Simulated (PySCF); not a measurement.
**hydrogen sulfide (H2S): spin-spin couplings and electronic excitations at several levels of theory**

Aim: compute the spin-spin couplings and electronic excitations of hydrogen sulfide (H2S) (`S`) at several levels, and see how far they spread and what each costs.

The runs use PySCF 2.14.0, with density-fitted response routines of our own; the level of theory stands in each step. All values are computed, except where a source is named. Atoms are numbered from 0 throughout.

## 1. The starting structure

3 atoms, charge 0, multiplicity 1; geometry from: PBE0-D3(BJ)/def2-SVP.

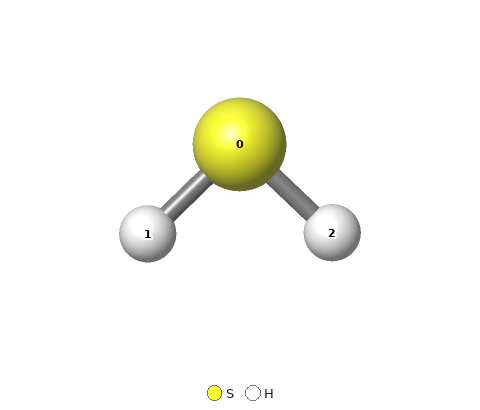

As it starts; sulfur yellow, hydrogen white, atoms numbered.

## 2. J couplings: B3LYP/aug-cc-pVTZ-J

The job: settings as JSON, then the geometry in Å.

```
{"job": {"kind": "j", "xc": "B3LYP", "basis": "aug-cc-pVTZ-J"}, "charge": 0, "multiplicity": 1}
S     -0.034438     0.554508     0.028476
H     -0.979734    -0.407843     0.006550
H      0.962473    -0.354282     0.005225
```

Method: B3LYP/aug-cc-pVTZ-J indirect spin-spin coupling, non-relativistic, gas phase.

Run with:

```bash
$ OMP_NUM_THREADS=1 python probes_run.py task.json out
```

The driver reads the jobs from task.json and runs them one after another.

Output:

```text
coarse grid: 2864 points
cycle   1  E = -399.4259591966  dE = -1.132e-01  |g| = 1.993e-01  |ddm| = 2.761e+00
cycle   2  E = -399.4262047753  dE = -2.456e-04  |g| = 1.811e-01  |ddm| = 4.475e-01
cycle   3  E = -399.4357452919  dE = -9.541e-03  |g| = 3.664e-02  |ddm| = 1.564e-01
cycle   4  E = -399.4358914685  dE = -1.462e-04  |g| = 2.411e-03  |ddm| = 4.181e-02
cycle   5  E = -399.4358926805  dE = -1.212e-06  |g| = 1.072e-03  |ddm| = 3.061e-03
final grid: 22496 points
cycle   6  E = -399.4381530682  dE = -5.047e-06  |g| = 2.559e-03  |ddm| = 3.222e-02
cycle   7  E = -399.4381531799  dE = -1.117e-07  |g| = 1.652e-03  |ddm| = 5.360e-03
cycle   8  E = -399.4381535004  dE = -3.205e-07  |g| = 2.378e-04  |ddm| = 1.724e-03
cycle   9  E = -399.4381535156  dE = -1.518e-08  |g| = 4.444e-05  |ddm| = 2.037e-04
cycle  10  E = -399.4381535161  dE = -4.799e-10  |g| = 7.829e-06  |ddm| = 2.862e-05
converged SCF energy = -399.4381535161

Indirect spin-spin couplings (Hz)
  i      j    bonds     total        FC       PSO       DSO        SD
  0 S    1 H    1     24.648    19.997     4.700    -0.009    -0.040
  0 S    2 H    1     24.644    19.993     4.700    -0.009    -0.040
  1 H    2 H    2    -12.514   -13.122     2.253    -1.764     0.119
```

Run time: 3 s. Hardware: 1 thread of Arm Neoverse N1, shared host; peak memory 0.32 GiB.

A choice of the couplings up to four bonds, sorted by the number of bonds, with means over like pairs; isotopes 1H, 33S:

```
 pair  bonds  J (Hz)  Fermi contact (Hz)
S0–H1      1    24.6                20.0
H1–H2      2   -12.5               -13.1
```

Quadrupole couplings from the field gradients of the same density:

```
atom  isotope  eQq/h (MHz)     η
  S0      33S         43.2  0.60
```

## 3. J couplings: B3LYP/def2-TZVP

The job: settings as JSON, then the geometry in Å.

```
{"job": {"kind": "j", "xc": "B3LYP", "basis": "def2-TZVP"}, "charge": 0, "multiplicity": 1}
S     -0.034438     0.554508     0.028476
H     -0.979734    -0.407843     0.006550
H      0.962473    -0.354282     0.005225
```

With the program's defaults for keys left out, this is: B3LYP/def2-TZVP indirect spin-spin coupling, non-relativistic, gas phase.

Output:

```text
coarse grid: 2864 points
cycle   1  E = -399.4172019071  dE = -8.303e-02  |g| = 1.704e-01  |ddm| = 1.057e+00
cycle   2  E = -399.4180966878  dE = -8.948e-04  |g| = 1.829e-01  |ddm| = 3.862e-01
cycle   3  E = -399.4275667930  dE = -9.470e-03  |g| = 1.457e-02  |ddm| = 1.859e-01
cycle   4  E = -399.4275840363  dE = -1.724e-05  |g| = 1.225e-03  |ddm| = 6.361e-03
cycle   5  E = -399.4275843703  dE = -3.340e-07  |g| = 7.375e-04  |ddm| = 1.538e-03
final grid: 22496 points
cycle   6  E = -399.4253167870  dE = -2.035e-06  |g| = 1.612e-03  |ddm| = 3.119e-03
cycle   7  E = -399.4253168592  dE = -7.217e-08  |g| = 1.116e-03  |ddm| = 1.749e-03
cycle   8  E = -399.4253170431  dE = -1.839e-07  |g| = 1.291e-04  |ddm| = 1.006e-03
cycle   9  E = -399.4253170480  dE = -4.888e-09  |g| = 1.981e-05  |ddm| = 1.462e-04
cycle  10  E = -399.4253170481  dE = -1.201e-10  |g| = 2.193e-06  |ddm| = 1.455e-05
converged SCF energy = -399.4253170481

Indirect spin-spin couplings (Hz)
  i      j    bonds     total        FC       PSO       DSO        SD
  0 S    1 H    1     24.774    20.170     4.621     0.002    -0.019
  0 S    2 H    1     24.769    20.165     4.621     0.002    -0.019
  1 H    2 H    2    -10.390   -10.697     1.992    -1.729     0.044
```

Wall time 1.4 s (1 thread of Arm Neoverse N1, shared host); peak memory 0.32 GiB.

The basis is not made for couplings: without tight functions at the nuclei these values are rough.

In short: J(S0,H1) 24.8 Hz, J(H1,H2) -10.4 Hz (means over like pairs).

## 4. J couplings: B3LYP/cc-pVTZ

The job: settings as JSON, then the geometry in Å.

```
{"job": {"kind": "j", "xc": "B3LYP", "basis": "cc-pVTZ"}, "charge": 0, "multiplicity": 1}
S     -0.034438     0.554508     0.028476
H     -0.979734    -0.407843     0.006550
H      0.962473    -0.354282     0.005225
```

Level: B3LYP/cc-pVTZ indirect spin-spin coupling, non-relativistic, gas phase.

Output:

```text
coarse grid: 2864 points
cycle   1  E = -399.4183816506  dE = -8.014e-02  |g| = 1.683e-01  |ddm| = 2.583e+00
cycle   2  E = -399.4189582420  dE = -5.766e-04  |g| = 1.825e-01  |ddm| = 7.582e-01
cycle   3  E = -399.4287930793  dE = -9.835e-03  |g| = 9.065e-03  |ddm| = 3.205e-01
cycle   4  E = -399.4288062784  dE = -1.320e-05  |g| = 1.490e-03  |ddm| = 1.737e-02
cycle   5  E = -399.4288068505  dE = -5.721e-07  |g| = 7.311e-04  |ddm| = 3.296e-03
final grid: 22496 points
cycle   6  E = -399.4310343544  dE = -2.694e-06  |g| = 1.118e-03  |ddm| = 8.498e-03
cycle   7  E = -399.4310344144  dE = -5.996e-08  |g| = 8.553e-04  |ddm| = 2.488e-03
cycle   8  E = -399.4310345744  dE = -1.600e-07  |g| = 8.885e-05  |ddm| = 1.403e-03
cycle   9  E = -399.4310345767  dE = -2.385e-09  |g| = 2.235e-05  |ddm| = 1.827e-04
cycle  10  E = -399.4310345769  dE = -1.649e-10  |g| = 1.978e-06  |ddm| = 3.027e-05
converged SCF energy = -399.4310345769

Indirect spin-spin couplings (Hz)
  i      j    bonds     total        FC       PSO       DSO        SD
  0 S    1 H    1     18.908    14.258     4.813    -0.001    -0.162
  0 S    2 H    1     18.905    14.255     4.813    -0.001    -0.162
  1 H    2 H    2    -10.337   -10.720     2.031    -1.757     0.108
```

Wall time 1.7 s (1 thread of Arm Neoverse N1, shared host); peak memory 0.32 GiB.

The basis is not made for couplings: without tight functions at the nuclei these values are rough.

This run: J(S0,H1) 18.9 Hz, J(H1,H2) -10.3 Hz (means over like pairs).

## 5. Spin-spin couplings: B3LYP/6-31G*

The job: settings as JSON, then the geometry in Å.

```
{"job": {"kind": "j", "xc": "B3LYP", "basis": "6-31G*"}, "charge": 0, "multiplicity": 1}
S     -0.034438     0.554508     0.028476
H     -0.979734    -0.407843     0.006550
H      0.962473    -0.354282     0.005225
```

Method: B3LYP/6-31G* indirect spin-spin coupling, non-relativistic, gas phase.

Output:

```text
coarse grid: 2864 points
cycle   1  E = -399.3926978717  dE = -6.867e-02  |g| = 1.833e-01  |ddm| = 1.414e+00
cycle   2  E = -399.3950641683  dE = -2.366e-03  |g| = 1.779e-01  |ddm| = 5.835e-01
cycle   3  E = -399.4061521452  dE = -1.109e-02  |g| = 5.691e-03  |ddm| = 2.830e-01
cycle   4  E = -399.4061619235  dE = -9.778e-06  |g| = 2.193e-03  |ddm| = 8.978e-03
final grid: 22496 points
cycle   5  E = -399.3824905173  dE = -1.115e-06  |g| = 1.599e-03  |ddm| = 5.075e-03
cycle   6  E = -399.3824908166  dE = -2.993e-07  |g| = 1.271e-03  |ddm| = 4.035e-03
cycle   7  E = -399.3824913417  dE = -5.250e-07  |g| = 1.219e-04  |ddm| = 1.988e-03
cycle   8  E = -399.3824913468  dE = -5.163e-09  |g| = 4.965e-06  |ddm| = 1.806e-04
cycle   9  E = -399.3824913468  dE = -8.811e-12  |g| = 2.305e-07  |ddm| = 6.027e-06
converged SCF energy = -399.3824913468

Indirect spin-spin couplings (Hz)
  i      j    bonds     total        FC       PSO       DSO        SD
  0 S    1 H    1     31.228    27.577     3.478     0.018     0.155
  0 S    2 H    1     31.224    27.573     3.478     0.018     0.155
  1 H    2 H    2    -13.412   -12.847     0.846    -1.593     0.182
```

Wall time 0.87 s (1 thread of Arm Neoverse N1, shared host); peak memory 0.32 GiB.

The basis is not made for couplings: without tight functions at the nuclei these values are rough.

In short: J(S0,H1) 31.2 Hz, J(H1,H2) -13.4 Hz (means over like pairs).

## 6. Excited states and response: HF/def2-SVPD

The job: settings as JSON, then the geometry in Å.

```
{"job": {"kind": "uv", "xc": "HF", "basis": "def2-SVPD", "ip": true}, "charge": 0, "multiplicity": 1}
S     -0.034438     0.554508     0.028476
H     -0.979734    -0.407843     0.006550
H      0.962473    -0.354282     0.005225
```

Level: TDDFT HF/def2-SVPD, vertical, gas phase, core orbitals frozen in the response.

Output:

```text
final grid: 22496 points
cycle   1  E = -398.5567749332  dE = -1.748e-01  |g| = 1.912e-01  |ddm| = 1.319e+00
cycle   2  E = -398.5727441789  dE = -1.597e-02  |g| = 5.943e-02  |ddm| = 2.503e-01
cycle   3  E = -398.5741908886  dE = -1.447e-03  |g| = 1.762e-02  |ddm| = 7.650e-02
cycle   4  E = -398.5744355788  dE = -2.447e-04  |g| = 4.052e-03  |ddm| = 2.907e-02
cycle   5  E = -398.5744485459  dE = -1.297e-05  |g| = 9.174e-04  |ddm| = 7.591e-03
cycle   6  E = -398.5744493007  dE = -7.548e-07  |g| = 1.958e-04  |ddm| = 2.379e-03
cycle   7  E = -398.5744493358  dE = -3.511e-08  |g| = 2.970e-05  |ddm| = 5.523e-04
cycle   8  E = -398.5744493366  dE = -8.362e-10  |g| = 5.199e-06  |ddm| = 7.470e-05
converged SCF energy = -398.5744493366

Static polarisability (au): isotropic 23.583, principal 23.254 23.704 23.792

Singlet excitations
state   eV       nm        f      main configurations
  1   6.3302    195.9   0.00000   H->L+4 0.92
  2   6.7617    183.4   0.06558   H->L 0.88
  3   8.5110    145.7   0.00000   H->L+1 0.95
  4   8.7136    142.3   0.00434   H->L+2 0.93
  5   9.1441    135.6   0.01707   H->L+3 0.89
  6   9.6225    128.8   0.16388   H->L+5 0.77, H->L+6 0.16
  7  10.0225    123.7   0.01500   H-1->L+4 0.61, H->L+7 0.34
  8  10.0582    123.3   0.15557   H-1->L 0.76, H-1->L+2 0.09
  9  10.1794    121.8   0.16209   H->L+6 0.79, H->L+5 0.13
 10  10.8860    113.9   0.14320   H->L+8 0.87

Triplet excitations (Tamm-Dancoff, eV): 5.6863 6.0997 8.1812 8.3469
Vertical ionisation energy (delta-SCF) = 9.2773 eV
```

Wall time 0.44 s (1 thread of Arm Neoverse N1, shared host); peak memory 0.32 GiB.

The orbitals next to the gap, with their largest atomic shares:

```
orbital      eV                      atoms
 HOMO−3  -26.65  S0 58 %, H1 21 %, H2 21 %
 HOMO−2  -16.01  S0 55 %, H1 22 %, H2 22 %
 HOMO−1  -13.66  S0 76 %, H2 12 %, H1 12 %
   HOMO  -10.48    S0 85 %, H1 7 %, H2 7 %
   LUMO    2.06  S0 79 %, H2 10 %, H1 10 %
 LUMO+1    2.75                    S0 92 %
 LUMO+2    3.16                    S0 97 %
```

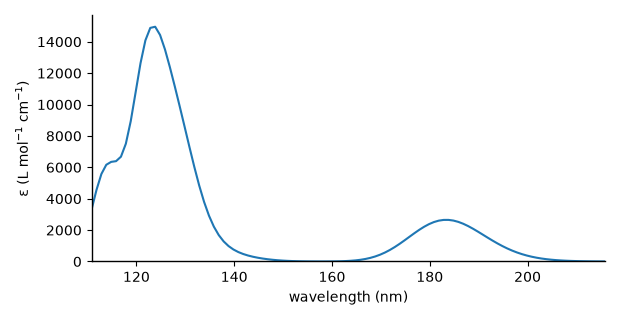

Absorption spectrum: each of the 10 states is a Gaussian band of 0.4 eV half-width at 1/e. Beyond the last state computed it falls off for lack of states.

Ground-state properties from the same run:

```
           property  computed
  dipole moment (D)      1.13
polarisability (Å³)      3.49
 HOMO–LUMO gap (eV)     12.55
      −ε(HOMO) (eV)     10.48
```

## 7. Ultraviolet spectrum: LDA/def2-SVPD

The job: settings as JSON, then the geometry in Å.

```
{"job": {"kind": "uv", "xc": "LDA", "basis": "def2-SVPD", "ip": true}, "charge": 0, "multiplicity": 1}
S     -0.034438     0.554508     0.028476
H     -0.979734    -0.407843     0.006550
H      0.962473    -0.354282     0.005225
```

With the program's defaults for keys left out, this is: TDDFT LDA/def2-SVPD, vertical, gas phase, core orbitals frozen in the response.

Output:

```text
coarse grid: 2864 points
cycle   1  E = -397.8248064392  dE = -6.280e-02  |g| = 1.796e-01  |ddm| = 1.393e+00
cycle   2  E = -397.8149900780  dE =  9.816e-03  |g| = 2.578e-01  |ddm| = 5.910e-01
cycle   3  E = -397.8366760901  dE = -2.169e-02  |g| = 1.138e-02  |ddm| = 3.423e-01
cycle   4  E = -397.8367013543  dE = -2.526e-05  |g| = 6.345e-03  |ddm| = 1.734e-02
cycle   5  E = -397.8367162161  dE = -1.486e-05  |g| = 1.818e-04  |ddm| = 6.471e-03
cycle   6  E = -397.8367162293  dE = -1.324e-08  |g| = 2.619e-05  |ddm| = 3.622e-04
final grid: 22496 points
cycle   7  E = -397.8760605362  dE = -1.055e-06  |g| = 9.296e-04  |ddm| = 5.800e-03
cycle   8  E = -397.8760603561  dE =  1.801e-07  |g| = 1.142e-03  |ddm| = 2.728e-03
cycle   9  E = -397.8760607505  dE = -3.943e-07  |g| = 9.777e-05  |ddm| = 1.642e-03
cycle  10  E = -397.8760607539  dE = -3.459e-09  |g| = 2.099e-05  |ddm| = 1.260e-04
cycle  11  E = -397.8760607541  dE = -1.515e-10  |g| = 6.128e-07  |ddm| = 2.310e-05
converged SCF energy = -397.8760607541

Static polarisability (au): isotropic 25.692, principal 25.240 25.323 26.513

Singlet excitations
state   eV       nm        f      main configurations
  1   5.8325    212.6   0.06973   H->L 0.99
  2   6.0563    204.7   0.00000   H->L+1 1.00
  3   7.4926    165.5   0.00000   H->L+2 1.00
  4   7.7933    159.1   0.00230   H->L+3 0.97
  5   8.2702    149.9   0.00713   H->L+4 0.94
  6   8.6444    143.4   0.12498   H-1->L 0.93
  7   8.7609    141.5   0.10948   H->L+5 0.78, H->L+6 0.20
  8   9.2585    133.9   0.00140   H-1->L+1 0.63, H->L+7 0.35
  9   9.4209    131.6   0.18007   H->L+6 0.79, H->L+5 0.17
 10  10.1152    122.6   0.10482   H->L+8 0.87, H-2->L+1 0.09

Triplet excitations (Tamm-Dancoff, eV): 5.4861 5.6462 7.5164 7.7142
Vertical ionisation energy (delta-SCF) = 10.6462 eV
```

Wall time 1.3 s (1 thread of Arm Neoverse N1, shared host); peak memory 0.32 GiB.

Key values: HOMO -6.39 eV, LUMO -0.71 eV; lowest singlet 5.83 eV.

[end of part 1 of 2]
